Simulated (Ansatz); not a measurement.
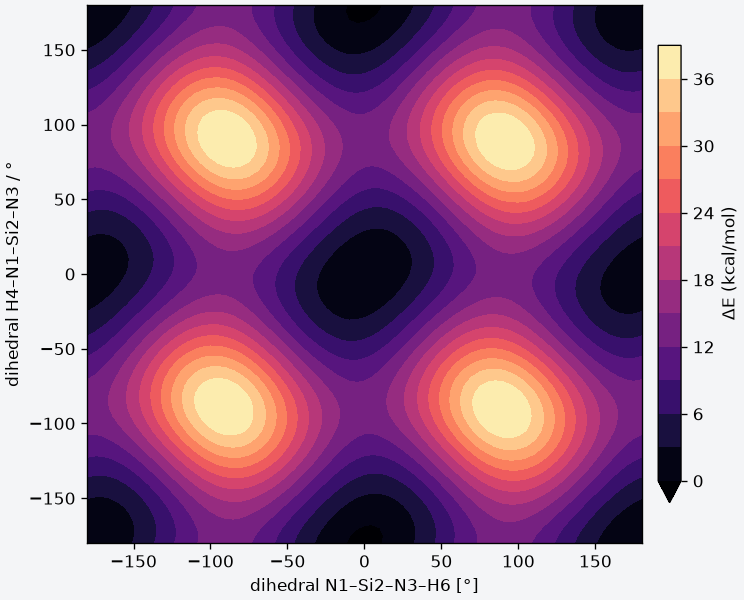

H4N2Si, SMILES N[Si]N. The first coordinate is: dihedral N1–Si2–N3–H6; the second: dihedral H4–N1–Si2–N3. Nothing is relaxed (all other coordinates rigid). The scan uses a 15 × 15 grid; 216 points were computed and 9 follow by symmetry. Points are written as (first, second). Energies: kcal/mol, counted from the lowest grid point. The calculation used RKS PBE0-D4/def2-TZVP (Ansatz 0.2.0).

In the figure: filled contours. Between grid points the surface is interpolated.

The lowest grid point is at (−12°, −180°). The bottom of the well lies between grid points, at about (0°, 180°), about 0.5 kcal/mol lower on the interpolated surface. Higher local minima lie near (−180°, −180°) (0.20 kcal/mol above the lowest at that grid point); (−12°, −12°) (0.8 kcal/mol above the lowest at that grid point); (−180°, −12°) (1.5 kcal/mol above the lowest at that grid point). The highest grid point, (−84°, 84°), lies 39.0 kcal/mol above the lowest. On the interpolated surface the easiest way out of the lowest well to the well at (−180°, −180°) passes a barrier of about 14 kcal/mol, counted from the interpolated bottom of the well. Round the minimum the valley is somewhat tilted: raising dihedral N1–Si2–N3–H6 shifts the best value of dihedral H4–N1–Si2–N3 upwards (coupling k₁₂/√(k₁₁k₂₂) about −0.3).

The level of theory is changed to RKS PBE-D4/def2-TZVP (Ansatz 0.2.0); with it change the reference geometry, relaxed at the new level; the new grid has 18 × 18 points, laid about the new relaxed structure.

Question: What will the new map look like?

Answer: The minimum (interpolated where it lies between grid points) moves from about (0°, 180°) to (0°, −180°). The span from the lowest to the highest grid point stays at about 39 kcal/mol. The easiest pass out of the lowest well goes from about 14 to about 13 kcal/mol on the interpolated surfaces. The curvature at the minimum changes by less than a tenth (about 0.95) eV/rad² along dihedral N1–Si2–N3–H6 and by less than a tenth (about 0.95) eV/rad² along dihedral H4–N1–Si2–N3.

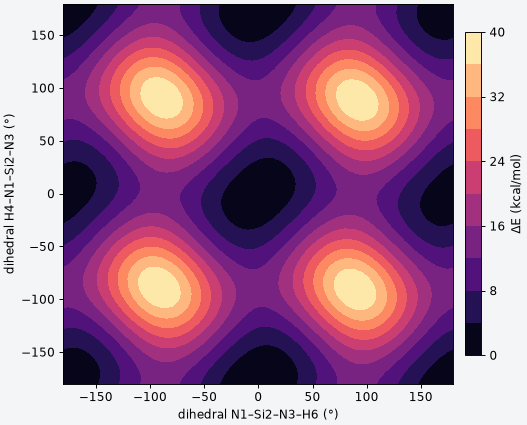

The map after the change, on a colour scale of its own. Drawn: filled contours. Between grid points the surface is interpolated.
